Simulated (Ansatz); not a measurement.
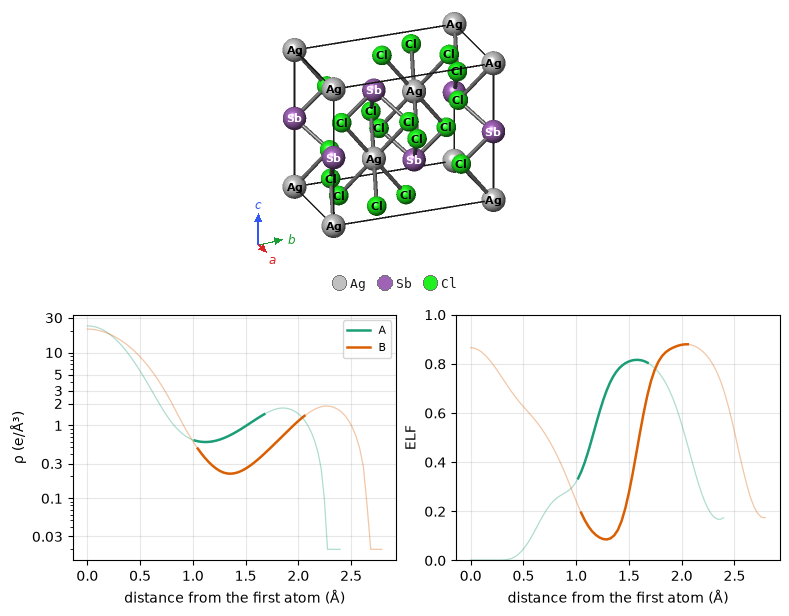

Figure 1: AgSbCl6. Valence pseudo-density and ELF along straight lines between neighbouring atoms. Thin, pale parts lie inside the atomic spheres. The structure is drawn too.

Space group R-3; a structure from a database of computed crystals, not necessarily the ambient phase; started from the KCrF6-148 prototype, which need not be the ambient phase.

The calculation used Ansatz 0.2.0, DFT, r2SCAN+rVV10, plane waves, PAW.

Core electrons are frozen (PAW), and the valence fields are smoothed inside the atomic spheres.

The calculation's input:

```
crystal:
  lattice:
    - [5.2143657704, 3.01051548, 2.2948449174]
    - [-5.2143657704, 3.01051548, 2.2948449174]
    - [0.0, -6.0210309637, 2.2948449124]
  atoms:
    - { symbol: Ag, position: [0.0, 0.0, 0.0] }
    - { symbol: Sb, position: [0.5, 0.5, 0.5] }
    - { symbol: Cl, position: [0.4886928805, 0.2694309338, 0.1213449597] }
    - { symbol: Cl, position: [0.2694309338, 0.1213449597, 0.4886928805] }
    - { symbol: Cl, position: [0.8786550403, 0.5113071195, 0.7305690662] }
    - { symbol: Cl, position: [0.7305690662, 0.8786550403, 0.5113071195] }
    - { symbol: Cl, position: [0.5113071195, 0.7305690662, 0.8786550403] }
    - { symbol: Cl, position: [0.1213449597, 0.4886928805, 0.2694309338] }
kpoints:
  mp_grid: { grid: [6, 6, 6] }
  band_path:
    path:
      - [0.0, 0.0, 0.0]
      - [0.5, 0.0, 0.0]
      - [0.5, -0.5, 0.5]
      - [0.2635108861, -0.7364891139, 0.2635108861]
      - [0.5, -0.5, 0.0]
    npoints: 1
hamiltonian:
  xc: r2scan
  dispersion: rvv10
scf:
  occupations: { method: fermi_dirac, width: 0.03 }
  n_extra_bands: 6
output:
  forces: true
  stress: true
  eigenvalues: true
  write_density: true
  write_potential: true
  elf: true
  volumetric_format: npy
```

Run with:

```sh
ansatz run input.yaml --threads 4 --pin off --max-ram 4608MiB --backend cpu --events-out ev --progress --plain --runs-dir out
```

Below, planes, directions and counts refer to the conventional cell (a = 10.43 Å, b = 10.43 Å, c = 6.88 Å, α = 90.00°, β = 90.00°, γ = 120.00°).

Which curve belongs to which contact (Ag–Cl and Sb–Cl)? The first atom named is at distance zero.

Answer. Curve A: Sb–Cl (2.40 Å): ρ is about 0.61 e/Å³ halfway; the ELF peaks at about 0.80 in the valence shell of Cl, 0.8 Å from its nucleus, and is about 0.55 at the midpoint. Curve B: Ag–Cl (2.79 Å): ρ at the midpoint is about 0.22 e/Å³; the ELF peaks at about 0.90 in the valence shell of Cl, 0.7 Å from its nucleus, and drops to about 0.10 between the two atoms (no shared electron pair shows on this line).
